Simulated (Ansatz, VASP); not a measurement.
## PtS2: VASP beside Ansatz

Aim: how closely do two programs agree when they are given the same cell, functional and k mesh?

Calculated with Ansatz 0.2.0; plane waves, with VASP 6.6.1 beside it; single point at PBEsol.

## 1. The starting structure

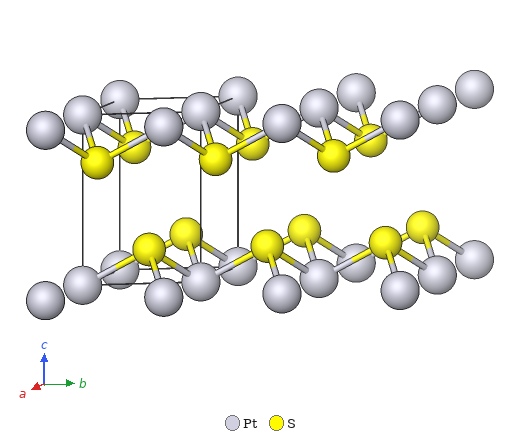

The starting structure, seen slightly off an axis (platinum light grey, sulfur yellow). 2×3×1 cells are drawn. Bonds to atoms that aren't drawn are left out. Some periodic images of atoms are drawn too.

As a file:

```xyz
3
Lattice="3.5432 0.0000 0.0000 -1.7716 3.0685 0.0000 0.0000 0.0000 5.0388" Properties=species:S:1:pos:R:3 pbc="T T T"
Pt    0.0000    0.0000    0.0000
S     1.7716    1.0228    3.8950
S     0.0000    2.0457    1.1438
```

## 2. VASP: single point, PBEsol

With cell and atoms fixed, the geometry can't cause a difference; cores, projectors, grids and the points listed under the comparison can.

Lines of VASP's logs that name or quote its potential files are left out, and so is its time.

INCAR

```
SYSTEM = PtS2
PREC = Accurate
ENCUT = 400
EDIFF = 1E-05
NELM = 100
ISMEAR = 0
SIGMA = 0.05
LREAL = .FALSE.
ALGO = Normal
GGA = PS
NBANDS = 17
LASPH = .TRUE.
LORBIT = 11
LWAVE = .FALSE.
LCHARG = .FALSE.
KPAR = 4
```

POSCAR

```
PtS2
1.0
    3.5432000000      0.0000000000      0.0000000000
   -1.7716000000      3.0685012107      0.0000000000
    0.0000000000      0.0000000000      5.0388000000
Pt S
1 2
Direct
    0.0000000000      0.0000000000      0.0000000000
    0.6666666667      0.3333333333      0.7730000000
    0.3333333333      0.6666666667      0.2270000000
```

KPOINTS

```
Automatic mesh
0
Gamma
8 8 4
0 0 0
```

PAW data sets: Pt and S (PBE family, release 64).

On the command line:

```console
$ mpirun -np 4 vasp_std
```

Numbers of over 12 decimals in the logs are rounded to 6 here.

What it wrote:

```text
[banner, memory and clock lines left out]
running    4 mpi-ranks, on    1 nodes
 distrk:  each k-point on    1 cores,    4 groups
 distr:  one band on    1 cores,    1 groups

 POSCAR found type information on POSCAR PtS
 POSCAR found :  2 types and       3 ions
|                                                                             |
|               ----> ADVICE to this user running VASP <----                  |
|                                                                             |
|     You enforced a specific xc type in the INCAR file but a different       |
|     [... a line on the potential file left out ...]
|     I HOPE YOU KNOW WHAT YOU ARE DOING!                                     |
|                                                                             |

 LDA part: xc-table for (Slater+PW92), standard interpolation
 POSCAR, INCAR and KPOINTS ok, starting setup
 FFT: planning ... GRIDC
 FFT: planning ... GRID_SOFT
 FFT: planning ... GRID
 WAVECAR not read
 entering main loop
       N       E                     dE             d eps       ncg     rms          rms(c)
DAV:   1     0.905187492052E+02    0.90519E+02   -0.90887E+03  1254   0.928E+02
DAV:   2    -0.145247942060E+02   -0.10504E+03   -0.10206E+03  1534   0.202E+02
DAV:   3    -0.182945640971E+02   -0.37698E+01   -0.37535E+01  1459   0.408E+01
DAV:   4    -0.183341310041E+02   -0.39567E-01   -0.39551E-01  1622   0.457E+00
DAV:   5    -0.183347835584E+02   -0.65255E-03   -0.65250E-03  1556   0.549E-01    0.202E+01
DAV:   6    -0.171639940941E+02    0.11708E+01   -0.68790E+00  1222   0.253E+01    0.125E+01
DAV:   7    -0.169641289866E+02    0.19987E+00   -0.11999E+00  1229   0.111E+01    0.604E+00
DAV:   8    -0.169341313413E+02    0.29998E-01   -0.65414E-02  1350   0.197E+00    0.115E+00
DAV:   9    -0.169302995894E+02    0.38318E-02   -0.10752E-02  1414   0.104E+00    0.224E-01
DAV:  10    -0.169304421551E+02   -0.14257E-03   -0.13150E-03  1554   0.244E-01    0.108E-01
DAV:  11    -0.169304623952E+02   -0.20240E-04   -0.49051E-05  1490   0.636E-02    0.357E-02
DAV:  12    -0.169304608361E+02    0.15590E-05   -0.10757E-05   906   0.331E-02
   1 F= -.16930461E+02 E0= -.16930461E+02  d E =-.928996E-11
```

From OUTCAR (step 2):

```text
ion  position               nearest neighbor table
   1  0.000  0.000  0.000-   2 2.34   3 2.34   2 2.34   3 2.34   2 2.34   3 2.34
   2  0.667  0.333  0.773-   1 2.34   1 2.34   1 2.34
   3  0.333  0.667  0.227-   1 2.34   1 2.34   1 2.34

  LATTYP: Found a hexagonal cell.
 ALAT       =     3.5432000000
 C/A-ratio  =     1.4221043125

 Subroutine GETGRP returns: Found 12 space group operations
 (whereof 12 operations were pure point group operations)

The static configuration has the point symmetry D_3d.

 Found     35 irreducible k-points:

   k-points           NKPTS =     35   k-points in BZ     NKDIM =     35   number of bands    NBANDS=     17

   dimension x,y,z NGX =    24 NGY =   24 NGZ =   36
   dimension x,y,z NGXF=    48 NGYF=   48 NGZF=   72

   ENCUT  =  400.0 eV  29.40 Ry    5.42 a.u.   5.78  5.78  8.22*2*pi/ulx,y,z

   NELECT =      22.0000    total number of electrons

 k-points in reciprocal lattice and weights: Automatic mesh
   0.00000000  0.00000000  0.00000000       0.004
   0.12500000  0.00000000  0.00000000       0.023
   0.25000000  0.00000000  0.00000000       0.023
   0.37500000  0.00000000  0.00000000       0.023
   0.50000000  0.00000000  0.00000000       0.012
   0.12500000  0.12500000  0.00000000       0.023
   0.25000000  0.12500000  0.00000000       0.047
   0.37500000  0.12500000  0.00000000       0.047
   0.25000000  0.25000000  0.00000000       0.023
[...]
0.25000000  0.25000000  0.50000000       0.023
   0.37500000  0.25000000  0.50000000       0.023

 average (electrostatic) potential at core
       1 -68.2863       2 -85.4154       3 -85.4154

 E-fermi :   6.8336

 k-point     1 :       0.0000    0.0000    0.0000
  band No.  band energies     occupation
    ...
      7       2.6501      2.00000
      8       4.8461      2.00000
      9       5.5183      2.00000
     10       5.5183      2.00000
     11       6.5330      2.00000
     12       9.1028      0.00000
     13       9.1028      0.00000
     14      11.3173      0.00000
     15      12.2631      0.00000
     16      14.5020      0.00000
    ...

 k-point     2 :       0.1250    0.0000    0.0000
  band No.  band energies     occupation
    ...
      7       2.4984      2.00000
      8       4.2677      2.00000
      9       5.4807      2.00000
     10       5.5157      2.00000
     11       6.6210      2.00000
     12       8.3520      0.00000
     13       8.9568      0.00000
     14      12.2125      0.00000
     15      13.0079      0.00000
     16      14.1743      0.00000
    ...

 k-point     3 :       0.2500    0.0000    0.0000
  band No.  band energies     occupation
    ...
      7       2.3035      2.00000
      8       3.5925      2.00000
      9       5.1411      2.00000
     10       5.1440      2.00000
     11       5.9759      2.00000
     12       8.1600      0.00000
     13       8.9847      0.00000
     14      12.0980      0.00000
     15      14.2491      0.00000
     16      15.1599      0.00000
    ...

  Total        2.1658647      2.1658647      1.9512650     -0.0000000     -0.0000000     -0.0000000
  in kB       63.3421520     63.3421520     57.0660426     -0.0000000     -0.0000000     -0.0000000
  external PRESSURE =      61.2501155 kB  Pullay stress =       0.0000000 kB

  energy-cutoff  :      400.00
  volume of cell :       54.78
      direct lattice vectors                 reciprocal lattice vectors
     3.543200000  0.000000000  0.000000000     0.282230752  0.162946001  0.000000000
    -1.771600000  3.068501211  0.000000000     0.000000000  0.325892001  0.000000000
     0.000000000  0.000000000  5.038800000     0.000000000  0.000000000  0.198459951

 POSITION                                       TOTAL-FORCE (eV/Angst)
 -----------------------------------------------------------------------------------
      0.00000      0.00000      0.00000         0.000000      0.000000      0.000000
      1.77160      1.02283      3.89499        -0.000000      0.000000     -0.925221
     -0.00000      2.04567      1.14381         0.000000     -0.000000      0.925221
 -----------------------------------------------------------------------------------
    total drift:                                0.000000     -0.000000     -0.000000

  FREE ENERGIE OF THE ION-ELECTRON SYSTEM (eV)
  ---------------------------------------------------
  free  energy   TOTEN  =       -16.9304608361 eV

  energy  without entropy=      -16.9304608361  energy(sigma->0) =      -16.93046084

 total charge
# of ion       s       p       d       tot
------------------------------------------
    1        0.727   0.872   8.033   9.632
    2        1.354   2.282   0.000   3.636
    3        1.354   2.282   0.000   3.636
--------------------------------------------------
tot          3.435   5.436   8.033  16.904

[... 3 further parts left out ...]
```

The run ends at a pressure of 6.13 GPa, with forces up to 0.93 eV/Å.

## 3. Ansatz: single point, PBEsol

Ansatz runs on its default PAW (the set named soft_2) files.

The same cell, functional, mesh and smearing now go to Ansatz, which takes its cutoff from its data sets.

input.yaml

```yaml
crystal:
  lattice:
    - [3.5432, 0.0, 0.0]
    - [-1.7716, 3.0685012107, 0.0]
    - [0.0, 0.0, 5.0388]
  atoms:
    - { symbol: Pt, position: [0.0, 0.0, 0.0] }
    - { symbol: S, position: [0.6666666667, 0.3333333333, 0.773] }
    - { symbol: S, position: [0.3333333333, 0.6666666667, 0.227] }
hamiltonian:
  xc: pbesol
  pseudopotentials: { kind: paw }
kpoints:
  mp_grid: { grid: [8, 8, 4] }
scf:
  occupations: { method: gaussian, width: 0.05 }
  n_extra_bands: 4
output:
  forces: true
  stress: true
  eigenvalues: true
  write_density: true
  write_potential: true
  elf: true
  volumetric_format: npy
```

On the command line:

```console
$ ansatz run input.yaml --threads 2 --pin off --max-ram 4608MiB --backend cpu --events-out ev --progress --plain --runs-dir out
```

What it wrote:

```text
scf.n_extra_bands = 4 over 15 filled bands (N_el = 30.0): the run solves 19 bands
Engine: ansatz 0.2.0, aarch64-unknown-linux-gnu
Pseudopotentials: kind: paw
Pseudopotential: Pt, paw, valence charge 18, recommended cutoff 420 eV (normal), Pt.paw.azcp
Pseudopotential: S, paw, valence charge 6, recommended cutoff 420 eV (normal), S.paw.azcp
Functional definition: PBEsol
  exchange = pbesol_x
  correlation = pbesol_c
Crystal: 3 atoms, lattice volume = 54.783 Å³
Basis set: ecut = 420 eV, 1043 PW (Γ), exchange–correlation on 48×48×72 points (8 copies of the dense FFT grid, shifted against one another)
Bands: 19, of which v1, the nominal top of the filled ones, is band 15 counted from 1 (14 counted from 0)
Symmetry: 12 space group operations
Space group: P-3m1 (ITA 164), of the structure as read, at distance tolerance 3.8e-5 Å
k-points: 35 of 256
Non-local potential: Pt, projectors of the file, l = 0: 3, l = 1: 2, l = 2: 2, l = 3: 1
Non-local potential: S, projectors of the file, l = 0: 2, l = 1: 2, l = 2: 2
PAW form: soft (Blöchl's): semilocal exchange-correlation on the pseudo side does not see the compensation charge
PAW frozen core: Pt, regenerated for the run's functional, and the local potential with it (the file was generated under x = pbe(κ = 0.804, μ = 0.219515), c = pbe(β = 0.066725))
PAW frozen core: S, regenerated for the run's functional, and the local potential with it (the file was generated under x = pbe(κ = 0.804, μ = 0.219515), c = pbe(β = 0.066725))
PAW one-centre angular grid: Pt, 590 points (default); XC on 64 Gauss nodes
PAW one-centre angular grid: S, 110 points (default); XC on 64 Gauss nodes
Initial density: superposition of atomic densities (neutral atoms: chi_scale 0, normalization atom), corrected by the library's trained network
Initial wavefunctions: pseudopotential atomic-orbital guess
Functional: x = pbesol(κ = 0.804, μ = 0.123457), c = pbesol(β = 0.046)
SCF iter   1: F=—  HF=-14154.813376 eV  |F-HF|=—  |Δ(HF+E_count)|=         —  Δρ=4.74e-3  dr2=1.83e-2  ethr=1.77e-3  ⟨swp⟩=5.4  Hψ=3330  notcnv=0
preconditioner: auto → Resta (q_TF=auto, 2.468 Å⁻¹)  ε∞=6.6  [insulator: Δε(μ)=0.818 eV  Ē_g=9.922 eV  σ=0.050 eV  W_gap=1.00  n_scr=20 (ndim 8)  ℏωp=23.5 eV  f_vac=0.021  D(μ)=0.00/eV (n_scr^D=0)  ε∞_Penn≈6.6]
SCF iter   2: F=—  HF=-14154.810601 eV  |F-HF|=—  |Δ(HF+E_count)|=   2.77e-3  Δρ=2.52e-3  dr2=3.99e-3  ethr=6.09e-5  ⟨swp⟩=1.4  Hψ=966  notcnv=0
SCF iter   3: F=—  HF=-14154.809994 eV  |F-HF|=—  |Δ(HF+E_count)|=   6.07e-4  Δρ=9.02e-4  dr2=6.48e-4  ethr=1.33e-5  ⟨swp⟩=2.1  Hψ=983  notcnv=0
SCF iter   4: F=—  HF=-14154.809919 eV  |F-HF|=—  |Δ(HF+E_count)|=   7.45e-5  Δρ=2.82e-4  dr2=3.30e-5  ethr=2.16e-6  ⟨swp⟩=2.7  Hψ=1016  notcnv=0
SCF iter   5: F=—  HF=-14154.809949 eV  |F-HF|=—  |Δ(HF+E_count)|=   2.99e-5  Δρ=6.00e-5  dr2=2.93e-6  ethr=1.10e-7  ⟨swp⟩=2.0  Hψ=983  notcnv=0
SCF iter   6: F=—  HF=-14154.809949 eV  |F-HF|=—  |Δ(HF+E_count)|=   3.82e-7  Δρ=1.96e-5  dr2=1.84e-7  ethr=9.77e-9  ⟨swp⟩=2.0  Hψ=959  notcnv=0
SCF iter   7: F=-14154.809950 eV  HF=-14154.809950 eV  |F-HF|=5.63e-9  |Δ(HF+E_count)|=   2.78e-7  Δρ=3.51e-6  dr2=9.40e-9  ethr=3.33e-10  ⟨swp⟩=10.4  Hψ=4940  notcnv=0
SCF 1 converged in 7 iterations: F = -14154.809950 eV  dr2 = 9.40e-9
  greatest PAW one-centre occupation: 1.000 electrons in one spin orbital (limit 2), on the Pt atom at site 0 (counted from 0), in its partial waves of l = 0
SCF converged after 7 iterations
Free energy (F): -14154.809950 eV
Harris-Foulkes:  -14154.809950 eV  (|F-HF|=5.63e-9)
Internal energy: -14154.809950 eV  (E = F + TS)
E sigma→0 (E₀):  -14154.809950 eV
Fermi energy:    11.261185 eV
--- Per-component energies (eV) ---
  E_band       = -323.677390
  E_kinetic    = 854.115957
  E_local      = -3142.363334  (includes V_loc(G=0)·N_el)
  E_nonlocal   = 258.622950
  E_hartree    = 1242.843887
  E_xc         = -454.002812
  E_vxc        = -479.045208  (∫ρ·V_xc dr)
  E_paw        = -10484.233281  (= ΣΔE_a)
  E_vpaw       = -300.697169  (= ΣTr[D̂ρ^β])
  E_aug_tail   = 0.000179  (compensation charges beyond the density's cutoff)
  E_ewald      = -2430.204375
  E_core_change = 0.410880  (= ΣΔE_core)
  E_smearing   = -0.000000  (= −TS)
  E_closure    = 0.000000  (closes the sum)
  Σ components = -14154.809950   (vs F -14154.809950, Δ=0.00e0)
--- Forces (eV/Å), atoms counted from 1 ---
  atom   1  Pt    -0.00000000     0.00000000     0.00000000
  atom   2  S      0.00000000    -0.00000000    -0.94841734
  atom   3  S     -0.00000000     0.00000000     0.94841734
  max |Σ_I F_I| component: 9.25e-18 eV/Å
--- Stress (GPa, compression-positive) ---
        6.671730       0.000000       0.000000
        0.000000       6.671730       0.000000
        0.000000       0.000000       5.820984
  P = ⅓ Tr σ = 6.3881 GPa (63.881 kbar)
--- Band table (eV; the first three rows and the last of 35) ---
  k-point 0: bands = [... 11 lower, 9.0705, 9.7358, 9.7358, 10.7500, 13.3240, 13.3240, 15.5116, 16.4732]
  k-point 1: bands = [... 11 lower, 8.8257, 9.6396, 9.6396, 10.2823, 13.5569, 13.5569, 15.7218, 17.3476]
  k-point 2: bands = [... 11 lower, 8.3398, 9.5484, 9.5484, 9.9719, 13.8054, 13.8054, 16.1877, 18.1007]
  k-point 34: bands = [... 11 lower, 7.3624, 7.4190, 8.9683, 9.0418, 12.8734, 13.2530, 17.5860, 17.9895]
```

It took 2.7 s on 2 threads of Arm Neoverse N1, shared host; peak memory 0.31 GiB.

The run ends at a pressure of 6.39 GPa, with forces up to 0.95 eV/Å.

## 4. Differences

Known differences besides the PAW data sets themselves: the data sets hold 30 valence electrons in Ansatz (default PAW (the set named soft_2) files) and 22 in VASP; the cutoff is 420 eV in Ansatz and 400 eV in VASP; Ansatz makes its cores anew for this functional, VASP keeps those of its PBE data sets. Total energies have different zeros and are not compared.

Compared:

```csv
quantity,Ansatz,VASP,difference
pressure (GPa),6.39,6.13,+0.26
gap on the k mesh (eV),0.833,0.840,-0.006
```

Forces (eV/Å; atoms numbered as in POSCAR):

```csv
atom,"Ansatz x, y, z","VASP x, y, z"
Pt1,"0.000, 0.000, 0.000","0.000, 0.000, 0.000"
S2,"0.000, 0.000, -0.948","0.000, 0.000, -0.925"
S3,"0.000, 0.000, 0.948","0.000, 0.000, 0.925"
```

The forces differ by 11 meV/Å r.m.s., which is 2.5 % of the r.m.s. force of 0.44 eV/Å (both taken over all components).

## 5. Results

```json
{
 "r.m.s. force difference (single point, PBEsol)": "2.5 % of the r.m.s. force"
}
```

The r.m.s. force difference is 2.5 % of the r.m.s. force (single point, PBEsol), within the 3 % picked in this series as the mark of a large difference. Differences of this kind measure data sets and numerical settings, not the functional's error against experiment.

[Lines on the potential files, build, host, timing and source positions are cut from VASP's logs without a mark.]

[Logs are printed without paths, hosts, clocks, repeated set-up lines and the standing remarks that a program may print on its own settings, such as how far it seeks lower states.]

[Hosts, paths, dates, database ids (printed as entryN), source tags and the programs' standing remarks are cut or masked in the printed files.]
